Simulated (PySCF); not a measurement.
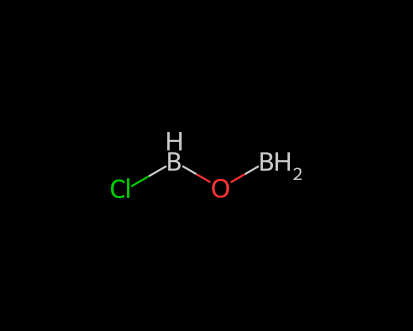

Skeletal drawing of a molecule.

Question: Write the SMILES.

Answer: BOBCl

Question: What is the molecular formula?

Answer: B2ClH3O.

Question: An optimisation with PBE0-D3(BJ)/def2-SVP gave a structure of which point group?

Answer: Cs. Other conformers may differ.

The parts below concern this one geometry. Atoms keep their numbers from picture to picture. The computed structure is the end point of a PBE0-D3(BJ)/def2-SVP optimisation. No frequency run is at hand to confirm it as a minimum.

**Geometry**

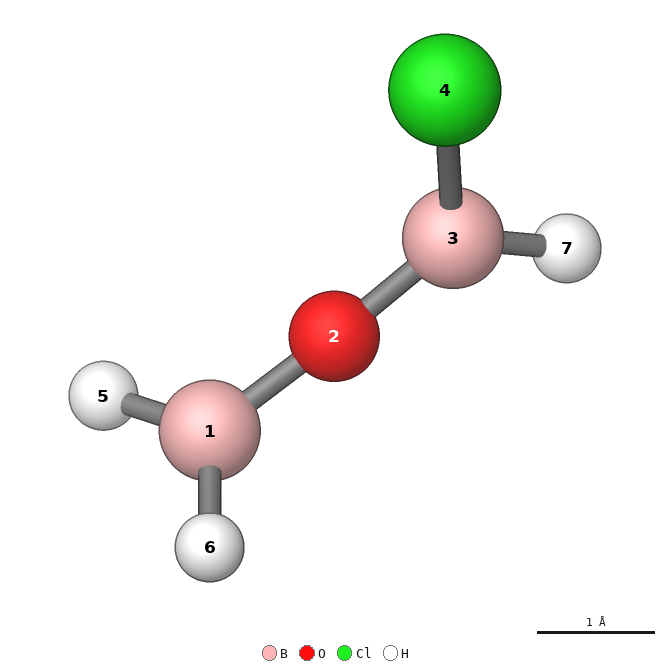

Atoms carry their numbers in the input. No frequency run is at hand to confirm it as a minimum.

List the bonds and their lengths.

```json
{"bond": "B1–O2", "length (Å)": "1.338", "order": "single"}
{"bond": "B1–H5", "length (Å)": "1.209", "order": "single"}
{"bond": "B1–H6", "length (Å)": "1.209", "order": "single"}
{"bond": "O2–B3", "length (Å)": "1.328", "order": "single"}
{"bond": "B3–Cl4", "length (Å)": "1.760", "order": "single"}
{"bond": "B3–H7", "length (Å)": "1.203", "order": "single"}
```

**NMR shielding**

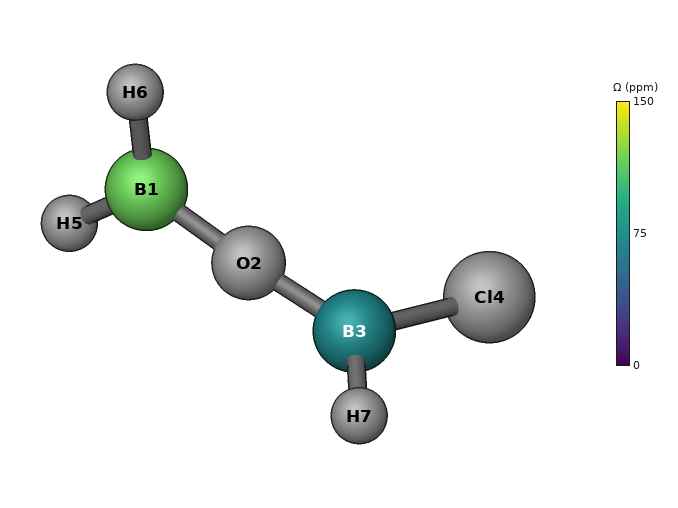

The B atoms are coloured by the span of their shielding tensor. No frequency run is at hand to confirm it as a minimum. Properties computed with GIAO PBE0/pcSseg-0 NMR shielding, non-relativistic, gas phase (PySCF 2.14.0). Principal shieldings σ11 ≤ σ22 ≤ σ33, span Ω = σ33 − σ11, skew κ = 3(σiso − σ22)/Ω.

Question: Which B atom has the most anisotropic shielding?

Answer: B1, with a span of 116 ppm.

Give the shielding tensors of the B atoms.

```json
{"atom": "B1", "σ11": "−6.3", "σ22": "65.2", "σ33": "110.2", "σiso": "56.4", "Ω": "116.5", "κ": "−0.23"}
{"atom": "B3", "σ11": "29.8", "σ22": "69.5", "σ33": "101.2", "σiso": "66.9", "Ω": "71.5", "κ": "−0.11"}
```

Shieldings and span in ppm.

**Charges**

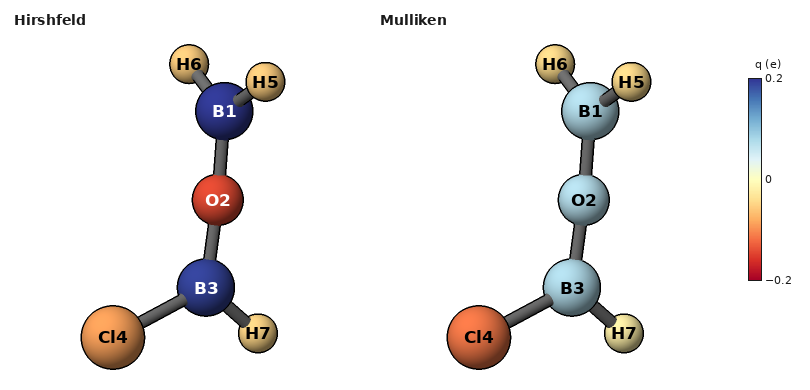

Atomic charges of one calculation by 2 schemes, on one colour scale. No frequency run is at hand to confirm it as a minimum. Level of theory: PBE0/cc-pVDZ (PySCF 2.14.0).

Question: Which scheme gives the most polar picture (largest mean size of the charges)?

Answer: The Hirshfeld charges are the largest in size here.

Question: On which atom do the schemes disagree most?

Answer: On O2 (from −0.14 to 0.07 e).

List the charges (e), one line for each set of equivalent atoms.

| atom | Hirshfeld | Mulliken |
| --- | --- | --- |
| B1 | 0.20 | 0.07 |
| O2 | −0.14 | 0.07 |
| B3 | 0.19 | 0.07 |
| Cl4 | −0.09 | −0.11 |
| H5, H6 | −0.05 | −0.04 |
| H7 | −0.05 | −0.02 |

**Dipole moment**

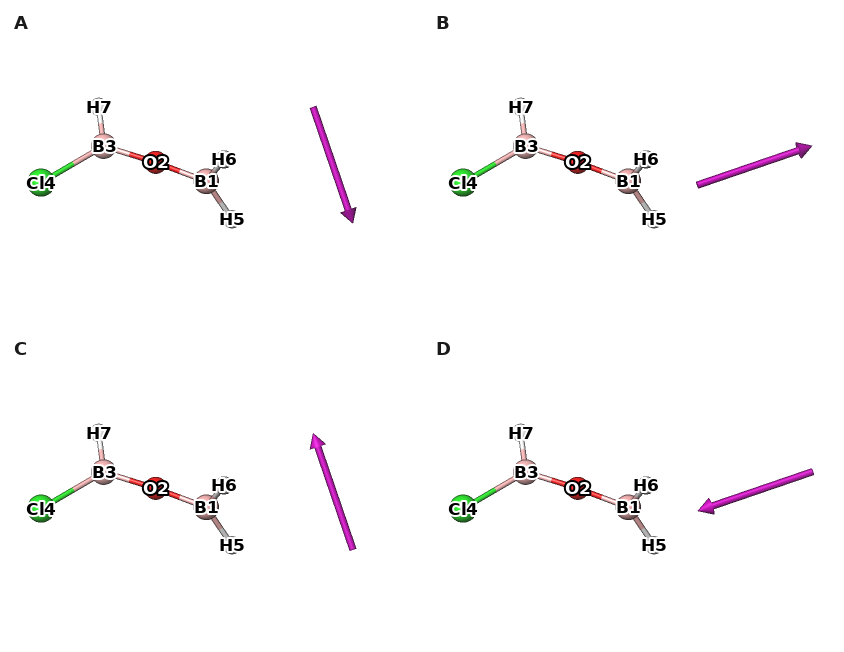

The same molecule four times, each with an arrow. No frequency run is at hand to confirm it as a minimum. Level of theory: PBE0/6-311+G(2d,p), gas phase (PySCF 2.14.0).

Question: Which arrow points along the dipole moment, from the negative to the positive end?

Answer: B. The dipole moment is 0.99 D; it points from the side of Cl4 to the side of H5, H6 (the outermost atoms at the two ends).

Mulliken values depend strongly on the basis set and can even reverse the polarity of a bond.
